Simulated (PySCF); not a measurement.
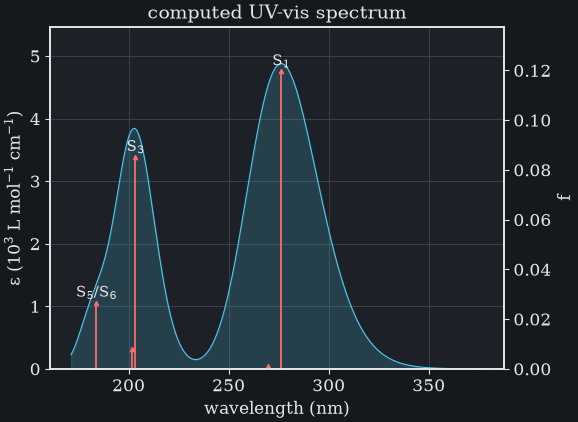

Vertical TDDFT excitations, PBE0/def2-SVPD, PySCF 2.14.0, at a GFN2-xTB geometry (no frequency check), gas phase. Only the first 6 singlet excitations are included; each is broadened by a Gaussian of 1/e half-width 0.40 eV. Sticks give oscillator strengths (right axis). States within 0.01 eV of each other are merged, with their strengths summed.

### Whose absorption spectrum is this?
A. C₆H₄F₂O₂, SMILES O=c1cc(C(F)F)cco1
B. C₅H₉N (2-methyl-1-pyrroline), SMILES CC1=NCCC1
C. C₅H₇ClO, SMILES C=C(CCl)C(C)=O

A. Its lowest singlet lies at 4.49 eV (f = 0.120) and the brightest of those computed is S1 at 4.49 eV (276 nm), f = 0.120, mainly HOMO → LUMO (97 %).

Known limits of this run: the tight-binding geometry is rougher than a DFT one and adds to the error; one conformer of a flexible molecule; core orbitals are frozen in the response.
